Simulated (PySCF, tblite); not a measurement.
# C5H12N2Si: infrared bands, NMR shifts and electronic excitations in gas and solvents, part 2 of 2

tblite 0.8.0 and PySCF 2.14.0. Atoms count from 0. Earlier steps stand in the parts before.

### 6 Ultraviolet spectrum: wB97X-D/def2-SVPD

What the job is given:

```
{"job": {"kind": "uv", "xc": "wB97X-D", "basis": "def2-SVPD", "ip": true, "dynamic": true}, "charge": 0, "multiplicity": 1}
C     -2.052729    -1.277558    -0.687628
Si    -1.124707     0.331917    -0.936011
C     -1.975146     1.793310    -0.146801
N      0.448846     0.129829    -0.169646
C      1.279582    -1.079724    -0.146140
C      2.576657    -0.586855     0.509765
C      2.399240     0.902798     0.372827
N      1.215391     1.238402     0.022756
H     -3.056437    -1.211977    -1.136331
H     -1.534360    -2.125733    -1.161738
H     -2.171772    -1.500224     0.384351
H     -0.975633     0.572481    -2.412511
H     -2.198176     1.588114     0.911464
H     -2.917234     2.030513    -0.665331
H     -1.317364     2.673868    -0.192603
H      1.472273    -1.444943    -1.173894
H      0.789331    -1.891378     0.410996
H      3.482580    -0.970652     0.017545
H      2.644746    -0.868057     1.576700
H      3.145637     1.664757     0.605764
```

Method: TDDFT wB97X-D/def2-SVPD, vertical, gas phase, core orbitals frozen in the response.

What it wrote:

```text
coarse grid: 16624 points
cycle   1  E = -596.2299162254  dE =  1.006e+00  |g| = 3.657e-01  |ddm| = 6.285e+00
cycle   2  E = -596.2508811331  dE = -2.096e-02  |g| = 2.825e-01  |ddm| = 1.290e+00
cycle   3  E = -596.2678463472  dE = -1.697e-02  |g| = 8.366e-02  |ddm| = 6.764e-01
cycle   4  E = -596.2692937813  dE = -1.447e-03  |g| = 3.467e-02  |ddm| = 1.831e-01
cycle   5  E = -596.2695767933  dE = -2.830e-04  |g| = 4.614e-03  |ddm| = 6.967e-02
cycle   6  E = -596.2695851943  dE = -8.401e-06  |g| = 1.377e-03  |ddm| = 1.802e-02
final grid: 154416 points
cycle   7  E = -596.3515655207  dE = -1.218e-04  |g| = 4.947e-03  |ddm| = 1.627e-01
cycle   8  E = -596.3515663489  dE = -8.282e-07  |g| = 5.197e-03  |ddm| = 2.336e-02
cycle   9  E = -596.3515720298  dE = -5.681e-06  |g| = 9.378e-04  |ddm| = 1.097e-02
cycle  10  E = -596.3515722416  dE = -2.118e-07  |g| = 3.613e-04  |ddm| = 2.554e-03
cycle  11  E = -596.3515722778  dE = -3.619e-08  |g| = 5.362e-05  |ddm| = 1.164e-03
cycle  12  E = -596.3515722791  dE = -1.269e-09  |g| = 1.747e-05  |ddm| = 3.056e-04
cycle  13  E = -596.3515722792  dE = -1.396e-10  |g| = 8.227e-06  |ddm| = 1.253e-04
converged SCF energy = -596.3515722792

Static polarisability (au): isotropic 100.218, principal 80.243 98.367 122.043

Singlet excitations
state   eV       nm        f      main configurations
  1   5.3647    231.1   0.20924   H->L 0.95
  2   5.9339    208.9   0.00674   H->L+1 0.64, H->L+2 0.27
  3   6.3232    196.1   0.00359   H-1->L 0.93
  4   6.6381    186.8   0.02010   H->L+3 0.43, H->L+2 0.35, H->L+1 0.11
  5   6.7611    183.4   0.03490   H->L+4 0.28, H->L+3 0.26, H->L+2 0.14
  6   7.1082    174.4   0.01644   H->L+4 0.50, H->L+3 0.15, H->L+2 0.15
  7   7.2800    170.3   0.01013   H->L+5 0.77
  8   7.5284    164.7   0.03199   H->L+7 0.38, H->L+8 0.22, H->L+6 0.09
  9   7.7554    159.9   0.03194   H->L+6 0.59, H->L+7 0.11, H->L+4 0.08
 10   7.9719    155.5   0.01826   H->L+8 0.52, H->L+7 0.27

Triplet excitations (Tamm-Dancoff, eV): 3.5943 5.3850 5.9138 6.5645
Vertical ionisation energy (delta-SCF) = 7.7097 eV
```

It took 2.2 min on 1 thread of Arm Neoverse V2, shared host; peak memory 1.2 GiB.

Frontier orbitals and where they lie:

| orbital | eV | atoms |
| --- | --- | --- |
| HOMO−3 | -10.67 | C0 33 %, Si1 25 %, H11 15 % |
| HOMO−2 | -10.63 | C2 36 %, Si1 24 %, H11 10 % |
| HOMO−1 | -9.89 | N7 59 %, C6 11 %, N3 10 % |
| HOMO | -7.67 | N3 39 %, C6 19 %, N7 14 % |
| LUMO | 2.04 | N7 34 %, C6 28 %, C5 8 % |
| LUMO+1 | 2.28 | Si1 14 %, C0 13 %, C4 10 % |
| LUMO+2 | 2.66 | C5 14 %, C6 13 %, H17 11 % |

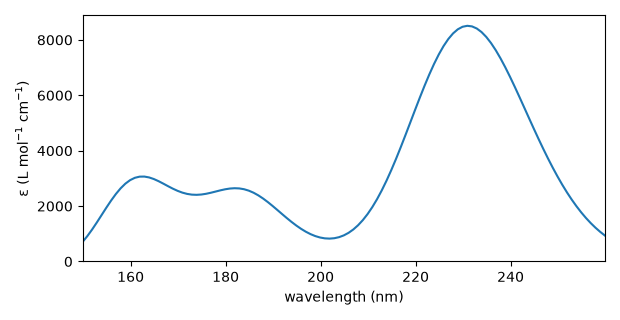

Absorption spectrum: each of the 10 states is a Gaussian band of 0.4 eV half-width at 1/e. Beyond the last state computed it falls off for lack of states.

Further results of this job:

| property | computed |
| --- | --- |
| dipole moment (D) | 2.12 |
| polarisability (Å³) | 14.85 |
| HOMO–LUMO gap (eV) | 9.71 |
| −ε(HOMO) (eV) | 7.67 |
| C6 with itself (au) | 4015 |

### 7 Nuclear shieldings: KT3/pcSseg-1

Settings changed since step 6:

```diff
@@ -1,2 +1,2 @@
-{"job": {"kind": "uv", "xc": "wB97X-D", "basis": "def2-SVPD", "ip": true, "dynamic": true}, "charge": 0, "multiplicity": 1}
+{"job": {"kind": "nmr", "xc": "KT3", "basis": "pcSseg-1", "pop": false}, "charge": 0, "multiplicity": 1}
 C     -2.052729    -1.277558    -0.687628
```

Level: GIAO KT3/pcSseg-1 NMR shielding, non-relativistic, gas phase.

What it wrote:

```text
coarse grid: 16624 points
cycle   1  E = -603.7453615103  dE =  6.617e-01  |g| = 6.278e-01  |ddm| = 4.033e+00
cycle   2  E = -603.6277828822  dE =  1.176e-01  |g| = 8.994e-01  |ddm| = 1.644e+00
cycle   3  E = -603.8470376862  dE = -2.193e-01  |g| = 1.931e-01  |ddm| = 1.098e+00
cycle   4  E = -603.8537432229  dE = -6.706e-03  |g| = 1.018e-01  |ddm| = 2.598e-01
cycle   5  E = -603.8563492418  dE = -2.606e-03  |g| = 1.147e-02  |ddm| = 1.012e-01
cycle   6  E = -603.8563617327  dE = -1.249e-05  |g| = 9.441e-03  |ddm| = 1.840e-02
cycle   7  E = -603.8563802399  dE = -1.851e-05  |g| = 1.241e-03  |ddm| = 7.716e-03
cycle   8  E = -603.8563805932  dE = -3.533e-07  |g| = 3.019e-04  |ddm| = 1.873e-03
final grid: 154416 points
cycle   9  E = -603.8534811719  dE = -2.646e-04  |g| = 1.242e-02  |ddm| = 5.750e-02
cycle  10  E = -603.8534630279  dE =  1.814e-05  |g| = 1.323e-02  |ddm| = 2.126e-02
cycle  11  E = -603.8534928782  dE = -2.985e-05  |g| = 5.501e-03  |ddm| = 1.794e-02
cycle  12  E = -603.8534985114  dE = -5.633e-06  |g| = 2.339e-03  |ddm| = 6.887e-03
cycle  13  E = -603.8534999710  dE = -1.460e-06  |g| = 3.416e-04  |ddm| = 2.365e-03
cycle  14  E = -603.8534999940  dE = -2.307e-08  |g| = 1.366e-04  |ddm| = 3.709e-04
cycle  15  E = -603.8534999976  dE = -3.606e-09  |g| = 3.687e-05  |ddm| = 1.269e-04
cycle  16  E = -603.8534999980  dE = -3.590e-10  |g| = 6.706e-06  |ddm| = 4.873e-05
converged SCF energy = -603.8534999980

GIAO shielding tensors (ppm)
atom      isotropic    diamagn.    paramagn.     s11        s22        s33       span
  0 C      184.267     255.223     -70.955    180.139    185.103    187.561      7.422
  1 Si     375.680     885.358    -509.678    332.281    391.585    403.174     70.893
  2 C      184.218     254.493     -70.275    177.744    187.020    187.891     10.147
  3 N      111.282     329.034    -217.752     40.650     89.371    203.826    163.176
  4 C      134.351     246.433    -112.083    105.921    130.781    166.350     60.429
  5 C      147.171     254.986    -107.815    122.973    152.238    166.301     43.328
  6 C       55.902     255.576    -199.675    -31.619     93.638    105.685    137.304
  7 N      -98.148     324.003    -422.151   -370.882    -89.936    166.374    537.255
  8 H       31.228      29.112       2.116     27.003     28.613     38.069     11.065
  9 H       30.890      32.039      -1.149     26.502     29.268     36.900     10.398
 10 H       31.070      33.030      -1.960     27.782     28.653     36.775      8.993
 11 H       26.539      30.275      -3.736     23.726     24.562     31.329      7.603
 12 H       31.137      32.280      -1.143     27.523     28.944     36.944      9.421
 13 H       31.373      28.653       2.720     27.367     28.453     38.300     10.933
 14 H       30.208      31.021      -0.812     25.093     28.810     36.723     11.630
 15 H       28.302      31.132      -2.830     22.095     28.523     34.287     12.192
 16 H       27.861      32.844      -4.983     23.202     28.655     31.725      8.524
 17 H       28.771      29.065      -0.294     25.145     26.725     34.443      9.298
 18 H       28.719      30.700      -1.982     24.376     26.454     35.326     10.950
 19 H       25.130      30.702      -5.572     23.201     25.172     27.018      3.817
```

Run time: 42 s. Hardware: 1 thread of Arm Neoverse V2, shared host; peak memory 0.8 GiB.

In short: δ C6 126.4, C4 48.0, C5 35.1, C0 -1.9, H19 6.19, H11 4.78 ppm (means over like atoms).

### 8 Shielding tensors: PBE0/pcSseg-1 in acetone

Settings changed since step 7:

```diff
@@ -1,2 +1,2 @@
-{"job": {"kind": "nmr", "xc": "KT3", "basis": "pcSseg-1", "pop": false}, "charge": 0, "multiplicity": 1}
+{"job": {"kind": "nmr", "xc": "PBE0", "basis": "pcSseg-1", "solvent": "acetone", "pop": true}, "charge": 0, "multiplicity": 1}
 C     -2.052729    -1.277558    -0.687628
```

With the program's defaults for keys left out, this is: GIAO PBE0/pcSseg-1 NMR shielding, non-relativistic, IEF-PCM acetone.

What it wrote:

```text
coarse grid: 16624 points
cycle   1  E = -596.1272005703  dE =  8.218e-01  |g| = 4.627e-01  |ddm| = 3.982e+00
cycle   2  E = -596.1256689746  dE =  1.532e-03  |g| = 4.670e-01  |ddm| = 7.710e-01
cycle   3  E = -596.1811995171  dE = -5.553e-02  |g| = 4.358e-02  |ddm| = 3.939e-01
cycle   4  E = -596.1814695454  dE = -2.700e-04  |g| = 2.705e-02  |ddm| = 5.265e-02
cycle   5  E = -596.1816167975  dE = -1.473e-04  |g| = 9.587e-03  |ddm| = 2.860e-02
cycle   6  E = -596.1816370615  dE = -2.026e-05  |g| = 1.689e-03  |ddm| = 8.604e-03
cycle   7  E = -596.1816376179  dE = -5.564e-07  |g| = 5.228e-04  |ddm| = 1.656e-03
final grid: 154416 points
cycle   8  E = -596.2257830435  dE = -3.691e-05  |g| = 8.319e-03  |ddm| = 2.980e-02
cycle   9  E = -596.2257773156  dE =  5.728e-06  |g| = 9.813e-03  |ddm| = 1.547e-02
cycle  10  E = -596.2258001095  dE = -2.279e-05  |g| = 1.458e-03  |ddm| = 8.261e-03
cycle  11  E = -596.2258005694  dE = -4.599e-07  |g| = 3.547e-04  |ddm| = 1.281e-03
cycle  12  E = -596.2258005963  dE = -2.696e-08  |g| = 5.525e-05  |ddm| = 3.049e-04
cycle  13  E = -596.2258005968  dE = -4.766e-10  |g| = 3.107e-05  |ddm| = 8.430e-05
converged SCF energy = -596.2258005968

GIAO shielding tensors (ppm)
atom      isotropic    diamagn.    paramagn.     s11        s22        s33       span
  0 C      187.761     256.409     -68.648    183.375    188.911    190.997      7.622
  1 Si     358.712     882.741    -524.030    313.039    375.892    387.204     74.164
  2 C      187.559     256.157     -68.599    180.868    190.655    191.154     10.286
  3 N      115.708     328.692    -212.983     39.092     92.865    215.168    176.076
  4 C      137.327     244.868    -107.542    107.523    132.946    171.511     63.988
  5 C      149.325     254.415    -105.090    123.703    153.437    170.835     47.132
  6 C       40.694     255.777    -215.084    -60.650     74.186    108.545    169.196
  7 N     -115.714     325.500    -441.214   -410.774   -109.862    173.495    584.269
  8 H       31.053      28.897       2.156     26.473     28.217     38.468     11.996
  9 H       30.703      31.706      -1.003     25.978     28.933     37.198     11.220
 10 H       30.924      32.656      -1.732     27.300     28.379     37.093      9.793
 11 H       26.593      30.337      -3.744     23.734     24.585     31.461      7.727
 12 H       31.001      32.061      -1.060     27.089     28.664     37.250     10.160
 13 H       31.106      28.543       2.564     26.741     27.993     38.586     11.845
 14 H       30.404      31.132      -0.728     25.107     28.900     37.205     12.098
 15 H       28.109      30.678      -2.569     21.836     28.245     34.246     12.410
 16 H       27.628      31.876      -4.248     22.646     28.395     31.844      9.198
 17 H       28.491      28.904      -0.413     24.482     26.375     34.615     10.132
 18 H       28.474      30.115      -1.641     24.040     26.150     35.233     11.193
 19 H       24.645      29.926      -5.281     22.748     24.684     26.504      3.757
```

It took 32 s on 1 thread of Arm Neoverse V2, shared host; peak memory 1.2 GiB.

This run: δ C6 144.7, C4 48.1, C5 36.1, C0 -2.2, H19 6.60, H11 4.65 ppm (means over like atoms).

### 9 Nuclear shieldings: PBE0/pcSseg-1 in chloroform

Settings changed since step 8:

```diff
@@ -1,2 +1,2 @@
-{"job": {"kind": "nmr", "xc": "PBE0", "basis": "pcSseg-1", "solvent": "acetone", "pop": true}, "charge": 0, "multiplicity": 1}
+{"job": {"kind": "nmr", "xc": "PBE0", "basis": "pcSseg-1", "solvent": "chloroform", "pop": false}, "charge": 0, "multiplicity": 1}
 C     -2.052729    -1.277558    -0.687628
```

Level: GIAO PBE0/pcSseg-1 NMR shielding, non-relativistic, IEF-PCM chloroform.

What it wrote:

```text
coarse grid: 16624 points
cycle   1  E = -596.1247585888  dE =  8.242e-01  |g| = 4.643e-01  |ddm| = 3.982e+00
cycle   2  E = -596.1226208500  dE =  2.138e-03  |g| = 4.717e-01  |ddm| = 7.769e-01
cycle   3  E = -596.1792259729  dE = -5.661e-02  |g| = 4.849e-02  |ddm| = 4.054e-01
cycle   4  E = -596.1794962485  dE = -2.703e-04  |g| = 3.415e-02  |ddm| = 6.083e-02
cycle   5  E = -596.1797481153  dE = -2.519e-04  |g| = 8.482e-03  |ddm| = 3.338e-02
cycle   6  E = -596.1797639548  dE = -1.584e-05  |g| = 1.701e-03  |ddm| = 7.784e-03
cycle   7  E = -596.1797645145  dE = -5.597e-07  |g| = 5.404e-04  |ddm| = 1.673e-03
final grid: 154416 points
cycle   8  E = -596.2239199348  dE = -3.675e-05  |g| = 8.335e-03  |ddm| = 2.985e-02
cycle   9  E = -596.2239137704  dE =  6.164e-06  |g| = 9.909e-03  |ddm| = 1.562e-02
cycle  10  E = -596.2239370361  dE = -2.327e-05  |g| = 1.525e-03  |ddm| = 8.454e-03
cycle  11  E = -596.2239375419  dE = -5.058e-07  |g| = 3.637e-04  |ddm| = 1.349e-03
cycle  12  E = -596.2239375702  dE = -2.834e-08  |g| = 5.548e-05  |ddm| = 3.105e-04
cycle  13  E = -596.2239375707  dE = -4.518e-10  |g| = 3.249e-05  |ddm| = 8.159e-05
cycle  14  E = -596.2239375709  dE = -2.092e-10  |g| = 6.293e-06  |ddm| = 2.659e-05
converged SCF energy = -596.2239375709

GIAO shielding tensors (ppm)
atom      isotropic    diamagn.    paramagn.     s11        s22        s33       span
  0 C      187.527     256.393     -68.866    183.206    188.650    190.724      7.518
  1 Si     358.935     882.692    -523.757    313.490    375.455    387.860     74.370
  2 C      187.348     255.967     -68.619    180.592    190.502    190.951     10.359
  3 N      115.785     328.587    -212.802     38.929     92.708    215.717    176.789
  4 C      137.248     244.949    -107.700    107.486    132.973    171.286     63.800
  5 C      149.419     254.371    -104.952    123.827    153.815    170.614     46.788
  6 C       41.999     255.704    -213.705    -59.410     77.258    108.149    167.559
  7 N     -119.686     324.941    -444.626   -420.454   -111.805    173.201    593.655
  8 H       31.081      28.948       2.134     26.526     28.260     38.458     11.932
  9 H       30.751      31.759      -1.008     26.053     28.997     37.202     11.149
 10 H       30.951      32.687      -1.736     27.357     28.408     37.087      9.729
 11 H       26.554      30.252      -3.698     23.692     24.540     31.430      7.739
 12 H       31.026      32.050      -1.025     27.121     28.703     37.253     10.131
 13 H       31.181      28.570       2.611     26.847     28.079     38.617     11.770
 14 H       30.310      31.021      -0.711     24.995     28.791     37.144     12.149
 15 H       28.149      30.725      -2.576     21.871     28.304     34.272     12.401
 16 H       27.688      31.970      -4.282     22.727     28.465     31.872      9.145
 17 H       28.568      28.998      -0.431     24.583     26.452     34.668     10.086
 18 H       28.524      30.186      -1.662     24.096     26.197     35.278     11.183
 19 H       24.709      30.006      -5.297     22.797     24.770     26.560      3.763
```

It took 31 s on 1 thread of Arm Neoverse V2, shared host; peak memory 1.2 GiB.

This run: δ C6 143.2, C4 47.9, C5 35.7, C0 -2.3, H19 6.54, H11 4.69 ppm (means over like atoms).

### 10 Ultraviolet spectrum: wB97X-D/def2-SVPD in acetone

Settings changed since step 9:

```diff
@@ -1,2 +1,2 @@
-{"job": {"kind": "nmr", "xc": "PBE0", "basis": "pcSseg-1", "solvent": "chloroform", "pop": false}, "charge": 0, "multiplicity": 1}
+{"job": {"kind": "uv", "xc": "wB97X-D", "basis": "def2-SVPD", "solvent": "acetone", "nstates": 6, "ntriplets": 0}, "charge": 0, "multiplicity": 1}
 C     -2.052729    -1.277558    -0.687628
```

Method: TDDFT wB97X-D/def2-SVPD, vertical, IEF-PCM acetone (non-equilibrium linear response), core orbitals frozen in the response.

What it wrote:

```text
coarse grid: 16624 points
cycle   1  E = -596.2400344419  dE =  9.962e-01  |g| = 3.514e-01  |ddm| = 6.285e+00
cycle   2  E = -596.2627098532  dE = -2.268e-02  |g| = 2.408e-01  |ddm| = 1.228e+00
cycle   3  E = -596.2753517707  dE = -1.264e-02  |g| = 6.620e-02  |ddm| = 5.330e-01
cycle   4  E = -596.2762675617  dE = -9.158e-04  |g| = 3.135e-02  |ddm| = 1.787e-01
cycle   5  E = -596.2764966641  dE = -2.291e-04  |g| = 4.284e-03  |ddm| = 5.933e-02
cycle   6  E = -596.2765044646  dE = -7.801e-06  |g| = 1.059e-03  |ddm| = 2.747e-02
final grid: 154416 points
cycle   7  E = -596.3584920044  dE = -1.227e-04  |g| = 5.241e-03  |ddm| = 1.625e-01
cycle   8  E = -596.3584932183  dE = -1.214e-06  |g| = 5.436e-03  |ddm| = 2.364e-02
cycle   9  E = -596.3584994667  dE = -6.248e-06  |g| = 8.154e-04  |ddm| = 1.161e-02
cycle  10  E = -596.3584996578  dE = -1.911e-07  |g| = 3.524e-04  |ddm| = 3.099e-03
cycle  11  E = -596.3584996958  dE = -3.798e-08  |g| = 5.742e-05  |ddm| = 1.495e-03
cycle  12  E = -596.3584996980  dE = -2.258e-09  |g| = 2.064e-05  |ddm| = 5.758e-04
cycle  13  E = -596.3584996982  dE = -2.156e-10  |g| = 9.946e-06  |ddm| = 2.103e-04
converged SCF energy = -596.3584996982

Static polarisability (au): isotropic 134.444, principal 112.932 132.624 157.778

Singlet excitations
state   eV       nm        f      main configurations
  1   5.2514    236.1   0.25057   H->L 0.97
  2   6.0271    205.7   0.00993   H->L+1 0.62, H->L+2 0.29
  3   6.4333    192.7   0.00366   H-1->L 0.94
  4   6.7524    183.6   0.02843   H->L+3 0.58, H->L+2 0.24
  5   6.8596    180.7   0.04387   H->L+2 0.25, H->L+1 0.20, H->L+3 0.17
  6   7.2172    171.8   0.02870   H->L+4 0.60, H->L+2 0.10, H->L+6 0.10
```

Run time: 58 s. Hardware: 1 thread of Arm Neoverse V2, shared host; peak memory 1.4 GiB.

In short: HOMO -7.71 eV, LUMO 1.96 eV; lowest singlet 5.25 eV.

### 11 Comparing the runs: NMR shifts

Shifts (ppm) of some atoms, chosen among heavy atoms and hydrogens apart, means over like atoms, with basis size and wall time:

| run | C6 | C5 | H19 | H17 | Si1 | N7 | N3 | functions | time |
| --- | --- | --- | --- | --- | --- | --- | --- | --- | --- |
| PBE0/pcSseg-1 | 139.2 | 34.9 | 6.38 | 2.56 | -7.5 | 395.3 | 149.7 | 203 | 31 s |
| KT3/pcSseg-1 | 126.4 | 35.1 | 6.19 | 2.58 | -10.2 | 360.2 | 150.7 | 203 | 42 s |
| PBE0/pcSseg-1 in acetone | 144.7 | 36.1 | 6.60 | 2.76 | -6.9 | 384.1 | 152.7 | 203 | 32 s |
| PBE0/pcSseg-1 in chloroform | 143.2 | 35.7 | 6.54 | 2.70 | -7.1 | 387.5 | 152.0 | 203 | 31 s |

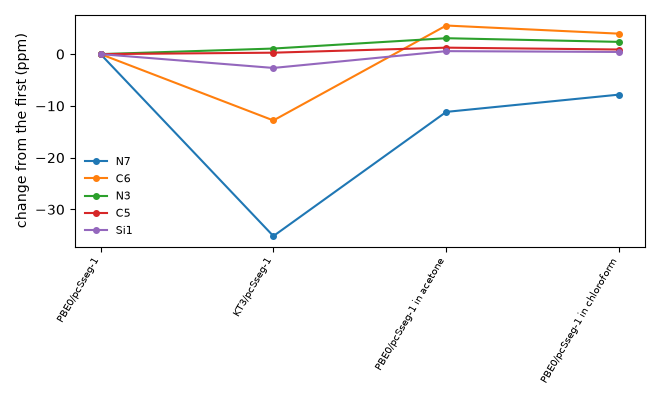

How five of the tabulated atoms move from run to run.

The continuum's effect on the ground state:

| solvent | ε | polarisation energy (Eh) | μ (D) |
| --- | --- | --- | --- |
| chloroform | 4.71 | -0.0056 | 2.66 |
| acetone | 20.49 | -0.0082 | 2.90 |

### 12 Comparing the runs: electronic excitations

Excitations and ground-state properties, with basis size and wall time:

| run | lowest singlet (eV) | brightest (eV) | f | gap (eV) | α (Å³) | μ (D) | functions | time |
| --- | --- | --- | --- | --- | --- | --- | --- | --- |
| wB97X-D/def2-SVPD | 5.36 | 5.36 | 0.209 | 9.71 | 14.85 | 2.12 | 260 | 2.2 min |
| wB97X-D/def2-SVPD in acetone | 5.25 | 5.25 | 0.251 | 9.66 | 19.92 | 3.06 | 260 | 58 s |

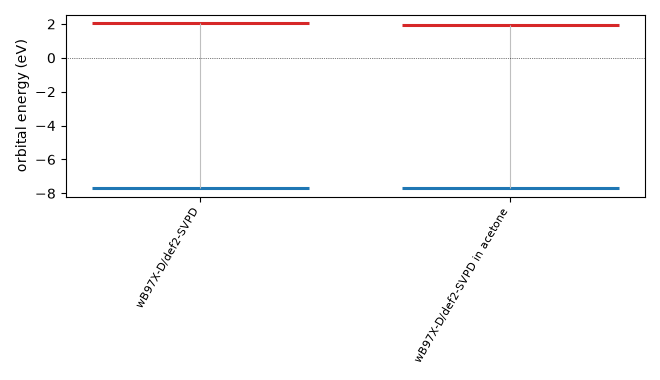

HOMO (blue) and LUMO (red) run by run.

### 13 What came out

This closing draws on all 2 parts.

| quantity | value |
| --- | --- |
| strongest single infrared mode (GFN2-xTB) | 2120 cm⁻¹, 368 km/mol |
| zero-point energy (GFN2-xTB) | 102.4 kcal/mol |
| point group | C1 |
| rotational constants (main isotopes) | 3.18, 1.18, 0.92 GHz |
| 13C shifts against TMS (PBE0/pcSseg-1, means over atoms taken as alike) | 139.2, 47.4, 34.9, -2.4 ppm |
| 1H shifts against TMS (PBE0/pcSseg-1, means over atoms taken as alike) | 6.38, 4.83, 3.22, 2.56, 0.33 ppm |
| 29Si shifts against TMS (PBE0/pcSseg-1) | -7.5 ppm |
| 15N shifts against NH3 (PBE0/pcSseg-1) | 395.3, 149.7 ppm |
| lowest singlet (wB97X-D/def2-SVPD) | 5.36 eV (231 nm), f = 0.209 |
| lowest triplet | 3.59 eV |
| vertical ionisation energy (ΔSCF) | 7.71 eV |
| range of the shift of N7 (PBE0/pcSseg-1 runs) | 384.1 to 395.3 ppm |
| range of the lowest singlet | 5.25 to 5.36 eV |

**Reading.** Relaxing lowered the energy by 0.593 eV in 128 steps; the close pair that moved most is Si1–N3, from 1.804 to 1.736 Å (GFN2-xTB). No mode is imaginary among the 54: a minimum at this level. The strongest single mode, at 2120 cm⁻¹, moves mainly H11. Unscaled tight-binding wavenumbers are off by several per cent, some by more. Its intensities can rank the bands wrongly. Over 15 steps the energy fell by 0.216 eV; of the close pairs, C0–H9 changed most, 1.054 to 1.101 Å (PBE0/def2-SVP). At PBE0/pcSseg-1: The largest span, 617 ppm, is at N7, where the paramagnetic term is -453 ppm. The first singlet state (HOMO→LUMO 0.95) lies at 5.36 eV and is bright. The lowest triplet lies 1.77 eV below the lowest singlet (triplets in Tamm-Dancoff, singlets in full TDDFT). At wB97X-D/def2-SVPD, the highest states lie near or above the ionisation energy, where they hang on the basis. The orbital energy would give 7.67 eV for ionisation, ΔSCF gives 7.71 eV. At one level, PBE0/pcSseg-1: In ppm, N7 moves most: its shift spreads over 11.2 ppm, from 384.1 (PBE0/pcSseg-1 in acetone) to 395.3 (PBE0/pcSseg-1). The continuum holds electrostatics alone: no hydrogen bonds to the solvent, and the gas-phase geometry is kept. The lowest singlet runs from 5.25 eV (wB97X-D/def2-SVPD in acetone) to 5.36 eV (wB97X-D/def2-SVPD), while the orbital gap spans 9.66 to 9.71 eV. The lowest state need not be the same one in every run. The runs solved for a few states only, so the brightest column depends on that window.
